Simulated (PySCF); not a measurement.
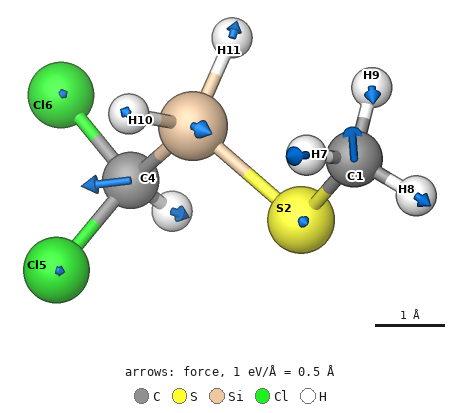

Starting geometry of C$_{2}$H$_{6}$Cl$_{2}$SSi with the computed forces as blue arrows. The picture is a ball-and-stick view, seen from a free direction.

The start comes from GFN2-xTB. Its atoms were then displaced at random by about 0.01 Å.

Theory: PBE0-D3(BJ)/def2-SVP geometry optimisation, gas phase (PySCF). 

What follows when this structure is relaxed?

It isn't relaxed: the largest force vector, on a C atom, is 2.04 eV/Å. The final displacements have little in common with the starting forces (cosine between the two patterns 0.05). After 13 geometry steps the energy has fallen by 13.5 kJ/mol. The S atom moves most after the best rigid fit: 0.46 Å. Largest moves by element: S 0.46 Å, H 0.44 Å, Cl 0.43 Å, Si 0.15 Å, C 0.08 Å. Near-neighbour distances that change, for instance: C–Si 1.862 → 1.902 Å, C–H 1.067 → 1.099 Å, H–Si 1.464 → 1.494 Å, C–S 1.845 → 1.825 Å. Bond angles that change, for instance: Si–C–H 117.3° → 112.7°, H–C–H 112.6° → 108.5°, Cl–C–Cl 108.4° → 112.2°. Groups turn about S–Si by about 20°.
